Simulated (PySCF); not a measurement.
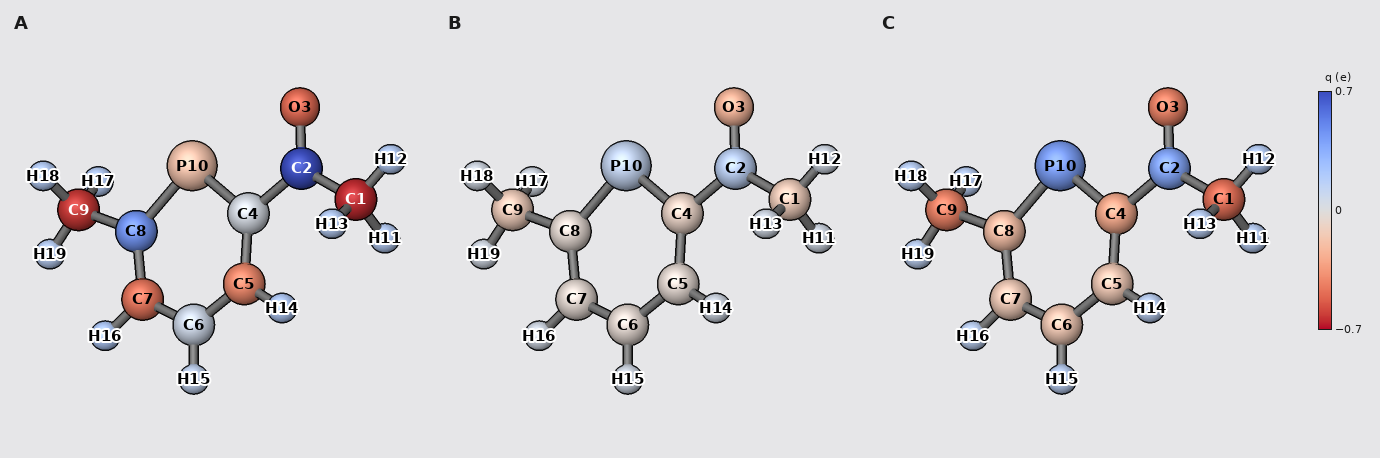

Atomic charges of one calculation by 3 schemes, on one colour scale. The geometry was computed by an optimisation with GFN2-xTB. No frequency run is at hand to confirm it as a minimum. Method: PBE0/pcSseg-1 (PySCF 2.14.0).

Question: The schemes are ESP-fitted, Hirshfeld, IAO. Which panel shows which?

Answer: A ESP-fitted, B Hirshfeld, C IAO.

List the charges (e), one line for each set of equivalent atoms. Atoms whose distances differ by more than 0.02 Å in this geometry are listed apart.

```
atom  ESP-fitted  Hirshfeld    IAO
  C1       −0.65      −0.12  −0.48
  C2        0.69       0.15   0.38
  O3       −0.50      −0.23  −0.42
  C4        0.03      −0.08  −0.28
  C5       −0.40      −0.04  −0.14
  C6        0.07      −0.04  −0.14
  C7       −0.46      −0.04  −0.13
  C8        0.45      −0.04  −0.19
  C9       −0.62      −0.12  −0.42
 P10       −0.17       0.12   0.41
 H11        0.17       0.05   0.16
 H12        0.18       0.05   0.17
 H13        0.17       0.05   0.16
 H14        0.19       0.05   0.15
 H15        0.12       0.05   0.16
 H16        0.20       0.05   0.15
 H17        0.18       0.05   0.16
 H18        0.18       0.05   0.16
 H19        0.16       0.05   0.14
```

The geometry is semi-empirical. Around P such bond lengths and angles can be off by a tenth of an ångström or more and by several degrees, and values that hang on the shape move with them.
